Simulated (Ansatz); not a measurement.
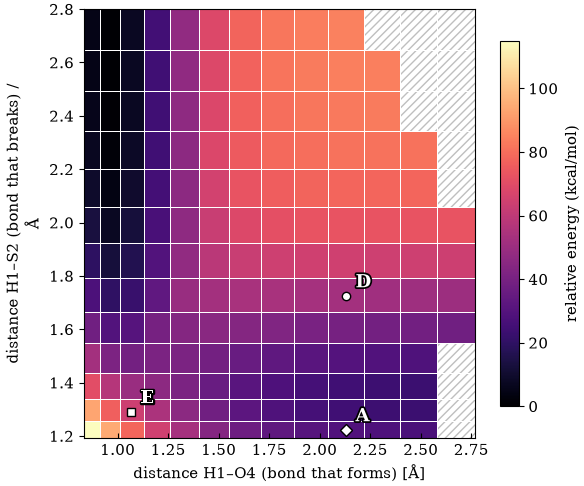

The reacting system CH₅OS (fragments CH₄S + HO where the first distance is long, H₂O + CH₃S where the second is long), spin multiplicity 2. The first coordinate is: distance H1–O4 (bond that forms); the second: distance H1–S2 (bond that breaks). Relaxed at each point: all other coordinates. Grid: 13 × 13 points. At 13 points there is no value. Points are written as (first, second). All energies are given in kcal/mol relative to the lowest grid point. Energies and slopes of some neighbouring points disagree (a jump in structure or state, or too coarse a mesh). In part of the range the unrestricted reference is strongly spin-contaminated. Level of theory: UHF/def2-SVP (Ansatz).

The picture shows one coloured cell a grid point, hatched blanks where no value was computed, lettered points.

> Is E the lowest point of the computed grid?

No. E lies 64 kcal/mol above the lowest grid point, which is at (0.954 Å, 2.724 Å).

> Rank the lettered points by energy, lowest first.

A (29 kcal/mol), D (52 kcal/mol), E (64 kcal/mol).
